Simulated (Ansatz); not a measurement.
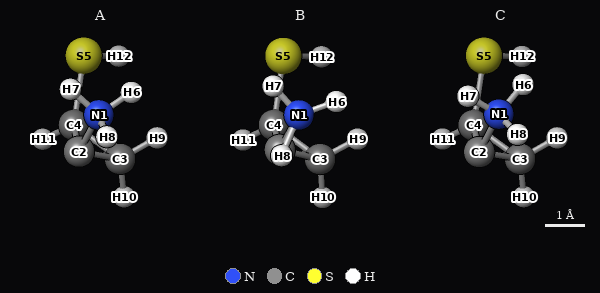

3 geometries from a converged minimum-energy path of C$_{3}$H$_{7}$NS, shuffled. A ball-and-stick model, seen from a free direction.

Theory: Ansatz, RKS B3LYP-D4/def2-SVP. Set-up: 7 movable images; climbing image; force threshold 0.05 eV/Å; iteration limit 60; starting path through a guess of the saddle point.

**Which frame is the transition state?**

B. In order along the path, whose images run from 0 to 8: B (image 4, +3.58 eV), A (image 6, +2.65 eV), C (image 7, +2.59 eV). A hydrogen atom shifts from one atom to another. Breaking: C2–H8 (1.10 → 1.40 at the top → 2.09 Å). Forming: N1–H8 (2.11 → 1.17 at the top → 1.02 Å).
